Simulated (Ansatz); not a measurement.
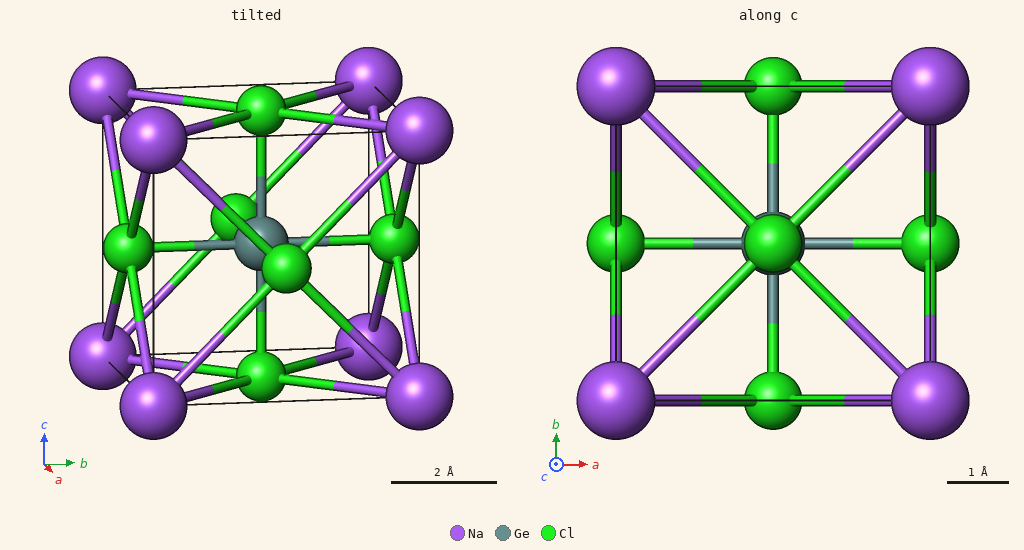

Drawn in the ball-and-stick manner and seen slightly off an axis and along the c axis. Lines trace the edges of the conventional unit cell.

NaGeCl$_{3}$, cubic perovskite, space group Pm-3m (No. 221), a = 5.191 Å, b = 5.191 Å, c = 5.191 Å, α = 90.00°, β = 90.00°, γ = 90.00°. The initial geometry was a structure type filled with these elements by a generator (whether the compound takes this form wasn't checked). Earlier steps of the study may have refined or changed the cell and positions. It went into a calculation with Ansatz.

This one geometry was computed with Ansatz (DFT, plane waves, PAW) at three levels of theory: r2SCAN, HSE06 and PBE. It was relaxed beforehand with r2SCAN.

How does the band gap change with the level of theory?

PBE: a gap of 0.67 eV, direct; r2SCAN: a gap of 0.77 eV, direct; HSE06: a gap of 1.18 eV, direct.

Collect the results in a table.

| level | cutoff (eV) | k-mesh of the run's cell | gap (eV) | pressure (GPa) |
| --- | --- | --- | --- | --- |
| r2SCAN | 500 | 6×6×6 | 0.77 | -0.2 |
| HSE06 | 420 | 4×4×4 | 1.18 | 0.4 |
| PBE | 420 | 6×6×6 | 0.67 | 0.6 |

Gaps are taken on the k-mesh or band path of each run.
